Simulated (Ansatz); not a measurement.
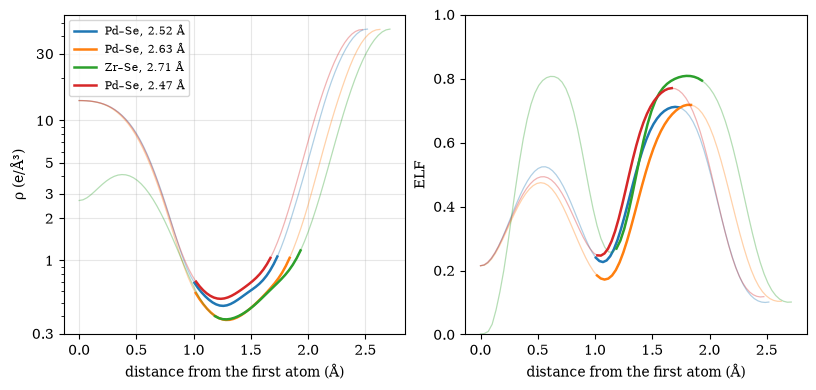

The picture shows: ZrPd2Se5. Valence pseudo-density and ELF along straight lines between neighbouring atoms. Thin, pale parts lie inside the atomic spheres.

Space group Pmmn; a generated structure, not necessarily the stable one.

Theory: DFT PBE, scalar-relativistic, plane waves, PAW (Ansatz).

The density is the valence pseudo-density of a PAW calculation; it isn't the true density close to the nuclei.

Q: What can be read from the curves?

A: Pd–Se (2.52 Å): the density is about 0.47 e/Å³ at the midpoint; the ELF is about 0.35 at the midpoint and 0.25 at its lowest between the atoms.
Pd–Se (2.63 Å): the density is about 0.38 e/Å³ at the midpoint; the ELF is about 0.35 at the midpoint and 0.15 at its lowest between the atoms.
Zr–Se (2.71 Å): ρ is about 0.39 e/Å³ halfway; the ELF is about 0.50 at the midpoint.
Pd–Se (2.47 Å): the density is about 0.53 e/Å³ at the midpoint; the ELF is about 0.40 at the midpoint.
